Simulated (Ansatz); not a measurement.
# CH3F2NSi: the cost of one run

Computed with Ansatz 0.2.0 through its Python package. The levels of theory stand in the script.

## (1) Starting point

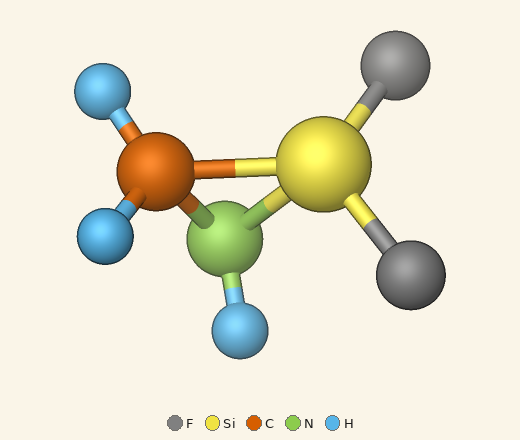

The starting structure, viewed from a chosen angle; fluorine grey, silicon yellow, carbon orange, nitrogen green, hydrogen blue.

The script holds or builds the structure itself.

## (2) Script

The input, methods.py:

```python
from pathlib import Path
import warnings

import ansatz as az
import numpy as np

warnings.simplefilter("ignore", az.DeckWarning)

geometry_ang = [
    ("F", (0.5289, -0.0146, 2.0308)),
    ("Si", (0.8156, -0.0126, 0.4673)),
    ("F", (1.9985, -0.938, 0.0299)),
    ("C", (-0.3345, 0.5575, -0.7441)),
    ("N", (-0.556, -0.7827, -0.2119)),
    ("H", (-1.1178, 1.3154, -0.4282)),
    ("H", (-0.0532, 0.6171, -1.7641)),
    ("H", (-1.1893, -0.7991, 0.5646)),
]
geometry = az.Crystal.molecule()
for symbol, xyz in geometry_ang:
    geometry = geometry.atom(symbol, xyz)

calc = (
    geometry.calculation()
    .basis(gaussian="cc-pVDZ")
    .accuracy("medium")
)

print("functional    E (Ha)        dipole (D)   HOMO (eV)  LUMO (eV)")
for name in ["hse06", "revpbe", "cam_b3lyp", "r2scan", "lc_wpbe"]:
    summary = calc.functional(name).forces().orbitals().run(threads=1, runs_dir="runs").report
    lines = Path(summary["orbitals_path"]).read_text().splitlines()
    field_of = lambda key: [line.split("=")[1].strip() for line in lines if line.startswith(key)]
    orbitals = [(27.211386 * float(e), s, float(n)) for e, s, n in zip(field_of("Ene="), field_of("Spin="), field_of("Occup="))]
    homo = max(e for e, _, n in orbitals if n > 0.5)
    lumo = min(e for e, _, n in orbitals if n < 0.5)
    dipole = 4.803205 * np.linalg.norm(summary["charge_distribution"]["dipole_moment_e_ang"])
    print(f"{name:10s} {summary['free_energy_ev'] / 27.211386246:14.6f} {dipole:9.3f} {homo:11.3f} {lumo:10.3f}")
```

## (3) The run

Command:

```bash
python methods.py
```

**Question.** How long does this script take on 1 thread of Arm Neoverse V2, shared host, and how much memory does it need?

About 16 s, with a peak of 0.26 GiB.
